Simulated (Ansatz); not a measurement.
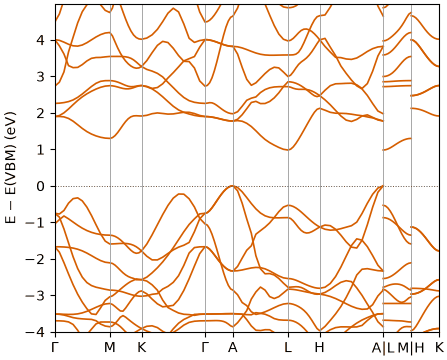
Band structure from r²SCAN in the plane-wave PAW code Ansatz

Read off the gap and where the band edges lie.

About 1.0 eV (0.98 eV by a search for the band edges); maximum at A, minimum at L.

Which of these materials gives this?
A. RbFeSe2O8, P-3m1 (Pearson symbol hP12)
B. PtSe2, CdI2 type
C. K2PdF6, P-3m1 (K on 2d, Pd on 1a, F on 6i)
D. ScAgSe2, P-3m1 (Sc on 1a, Ag on 1b, Se on 2d)

D, ScAgSe2, P-3m1 (Sc on 1a, Ag on 1b, Se on 2d)

The workflow started from a Materials Project entry (that database holds measured and hypothetical structures alike); the Crystallography Open Database copy checked does not list it. With Sc and Ag taken as one species the cell has the higher symmetry P6_3/mmc, so it may be an ordered model of a mixed-site phase. Whether it is the stable phase at ambient conditions was not checked. The r²SCAN relaxation kept the symmetry of its start; its stability against distortions is not shown here. No spin polarisation was allowed. Scalar-relativistic: spin–orbit coupling is off unless named, which matters more the heavier the elements.

Potentials: the later of the program's two PAW sets.
